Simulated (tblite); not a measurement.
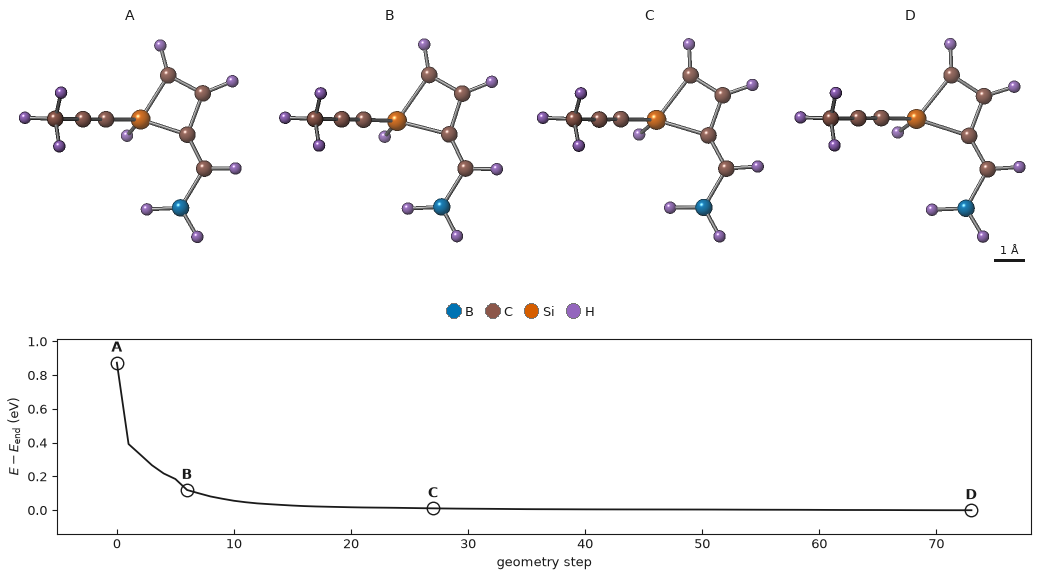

Frames of a relaxation of C$_{7}$H$_{9}$BSi, marked on the history of the run. A ball-and-stick model, seen at a tilt.

Computed with tblite, GFN2-xTB geometry optimisation, gas phase. 

Q: What happens along the run?

A: Over 73 geometry steps the energy falls by 0.874 eV. The largest move after the best rigid fit is that of an H atom, 0.35 Å. Largest moves by element: H 0.35 Å, B 0.19 Å, C 0.17 Å, Si 0.15 Å. Near-neighbour distances that change, for instance: C–Si 1.737 → 1.915 Å, C–Si 1.768 → 1.906 Å, C–C 1.508 → 1.455 Å, B–C 1.562 → 1.527 Å. Among the angles between lasting bonds that change: C–C–H 134.5° → 126.8°, C–Si–C 77.5° → 70.6°, Si–C–H 132.1° → 138.6°. Cost: 0.73 s on 1 thread of AMD EPYC 7B13, on a shared host. From step 0 to 6: Si and H atoms move most (0.14 Å), energy −0.754 eV. From step 6 to 27: an H atom moves most (0.21 Å), energy −0.109 eV. From step 27 to 73: H atoms move most (0.18 Å), energy −0.011 eV.

```json
{"step": "0", "E − E(0), eV": "0.0000"}
{"step": "1", "E − E(0), eV": "-0.4822"}
{"step": "2", "E − E(0), eV": "-0.5446"}
{"step": "3", "E − E(0), eV": "-0.6078"}
{"step": "4", "E − E(0), eV": "-0.6565"}
{"step": "5", "E − E(0), eV": "-0.6894"}
{"step": "6", "E − E(0), eV": "-0.7544"}
{"step": "7", "E − E(0), eV": "-0.7740"}
{"step": "8", "E − E(0), eV": "-0.7928"}
{"step": "9", "E − E(0), eV": "-0.8062"}
{"step": "10", "E − E(0), eV": "-0.8183"}
{"step": "13", "E − E(0), eV": "-0.8384"}
{"step": "17", "E − E(0), eV": "-0.8520"}
{"step": "20", "E − E(0), eV": "-0.8568"}
{"step": "23", "E − E(0), eV": "-0.8594"}
{"step": "27", "E − E(0), eV": "-0.8632"}
{"step": "30", "E − E(0), eV": "-0.8652"}
{"step": "33", "E − E(0), eV": "-0.8668"}
{"step": "37", "E − E(0), eV": "-0.8685"}
{"step": "40", "E − E(0), eV": "-0.8692"}
{"step": "43", "E − E(0), eV": "-0.8696"}
{"step": "46", "E − E(0), eV": "-0.8699"}
{"step": "50", "E − E(0), eV": "-0.8703"}
{"step": "53", "E − E(0), eV": "-0.8709"}
{"step": "56", "E − E(0), eV": "-0.8715"}
{"step": "60", "E − E(0), eV": "-0.8723"}
{"step": "63", "E − E(0), eV": "-0.8730"}
{"step": "66", "E − E(0), eV": "-0.8734"}
{"step": "70", "E − E(0), eV": "-0.8741"}
{"step": "73", "E − E(0), eV": "-0.8743"}
```
